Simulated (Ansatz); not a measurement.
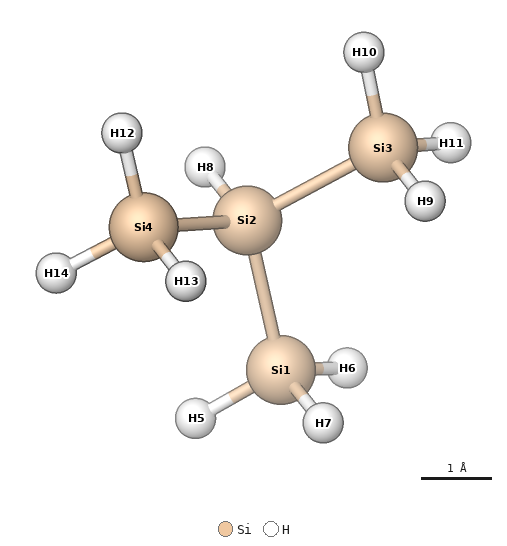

Fig. 1: The input geometry of the first run (ball-and-stick view, seen at a tilt; atoms are numbered from 1 in the order of the input).

# Two runs on Si4H10

System: Si4H10, SMILES [SiH3][SiH]([SiH3])[SiH3].
Method of the first run: RKS SPW92 (LDA)/def2-TZVPP (Ansatz 0.2.0).

The geometry comes from this level: PBE0-D4/def2-TZVP. Text and figures count atoms from 1; the logs count them from 0 in places.

## The input, the first run
```yaml
crystal:
  periodic: [false, false, false]
  atoms:
    - {symbol: Si, position_ang: [-1.497393, 0.553052, -1.522362]}
    - {symbol: Si, position_ang: [-0.466974, -0.050869, 0.486861]}
    - {symbol: Si, position_ang: [1.102185, 1.576234, 1.081686]}
    - {symbol: Si, position_ang: [0.601659, -2.113703, 0.229387]}
    - {symbol: H, position_ang: [-2.497917, -0.469177, -1.932307]}
    - {symbol: H, position_ang: [-2.182743, 1.867288, -1.391485]}
    - {symbol: H, position_ang: [-0.463948, 0.660205, -2.587605]}
    - {symbol: H, position_ang: [-1.498816, -0.158521, 1.559913]}
    - {symbol: H, position_ang: [2.128117, 1.680299, 0.008906]}
    - {symbol: H, position_ang: [1.781603, 1.215402, 2.355357]}
    - {symbol: H, position_ang: [0.451011, 2.903954, 1.246591]}
    - {symbol: H, position_ang: [1.284172, -2.517048, 1.488580]}
    - {symbol: H, position_ang: [1.620857, -2.004165, -0.849253]}
    - {symbol: H, position_ang: [-0.374815, -3.172051, -0.145367]}
basis:
  gaussian: {orbitals: def2-TZVPP}
hamiltonian: {xc: lda}
output: {orbitals: {seedname: orbitals}}
```

Launched with:
```bash
ansatz run in.yaml --threads 4 --pin off --events-out ev --progress --plain --max-ram 10444MiB
```

Hardware: 4 threads of Arm Neoverse V2, 23 GiB of memory available, shared host.

## Output (the first run)
```
Functional definition: SPW92
  exchange = slater_x
  correlation = pw_c
1742 factors; their error is unknown
mean field evaluation 1: about -31542.5508 eV, gradient 2.6e1 eV
mean field evaluation 2: about -31544.1744 eV, gradient 1.8e1 eV
mean field evaluation 4: about -31545.2604 eV, gradient 1.6e0 eV
mean field evaluation 8: about -31545.2651 eV, gradient 5.7e-2 eV
mean field evaluation 16: about -31545.2014 eV, gradient 7.7e-5 eV
mean field -31545.20135975 eV, -1159.2647678655 hartree, gradient 7.7e-5 eV, S^2 0.000000; 0 other end points of the search recorded, 0 dependent functions left out
reference -31545.20141520 eV, -1159.2647699031 hartree; 33, 33 occupied and 275, 275 virtual orbitals, 1742 factors
Total energy: -31545.20141520 eV, -1159.2647699031 hartree
```

For the second run the input was changed thus:
```diff
-hamiltonian: {xc: lda}
+hamiltonian: {xc: {name: CAM-B3LYP}, dispersion: d4}
```

Predict how the results change.

The total energies belong to different models, so their difference says nothing on which is more stable or more accurate. The HOMO goes from −7.03 to −9.24 eV. The LUMO goes from −1.25 to 0.79 eV.

## Output (the second run)
```
Functional definition: CAM-B3LYP
  parameter alpha = 0.19
  parameter beta = 0.46
  parameter omega = 0.33/bohr
  parameter ac = 0.81
  exchange = (1 - alpha - beta)*b88_x + beta*b88_x_sr(omega) + alpha*exact_x + beta*exact_x_lr(omega)
  correlation = (1 - ac)*vwn5_c + ac*lyp_c
1754 factors; their error is unknown
462 factors; integrals over basis functions are off by at most 1.5e-5 eV
mean field evaluation 1: about -31674.0051 eV, gradient 1.1e1 eV
mean field evaluation 2: about -31674.4890 eV, gradient 3.3e0 eV
mean field evaluation 4: about -31674.5209 eV, gradient 2.3e-1 eV
mean field evaluation 8: about -31674.5504 eV, gradient 3.2e-2 eV
mean field -31674.55043000 eV, -1164.0182585212 hartree, gradient 5.3e-5 eV, S^2 0.000000; 0 other end points of the search recorded, 0 dependent functions left out
reference -31674.55060512 eV, -1164.0182649567 hartree; 33, 33 occupied and 275, 275 virtual orbitals, 1754 factors
Total energy: -31674.88828655 eV, -1164.0306745203 hartree
```

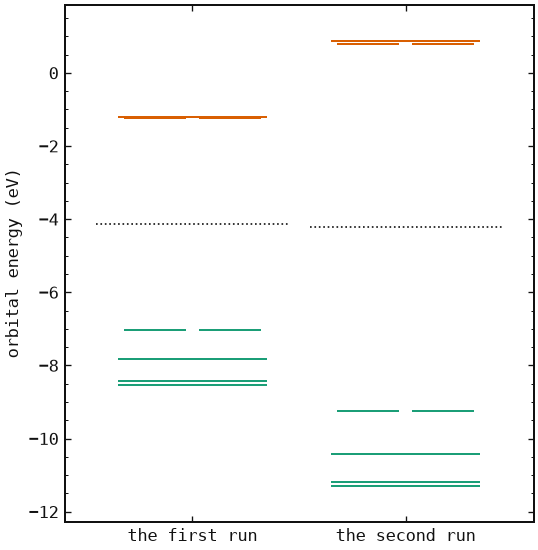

Fig. 2: The five highest filled and three lowest empty orbital energies of the two runs; the dotted lines part filled from empty levels. The HOMO–LUMO gap is 5.79 eV in the first run and 10.03 eV in the second run.

## The two runs side by side

| quantity | the first run | the second run |
| --- | --- | --- |
| outcome | converged | converged |
| total energy (hartree) | −1159.264770 | −1164.030675 |
| HOMO (eV) | −7.03 | −9.24 |
| LUMO (eV) | −1.25 | 0.79 |
| basis functions | 308 | 308 |
| wall time (shared host) | 1.9 s | 6.5 s |
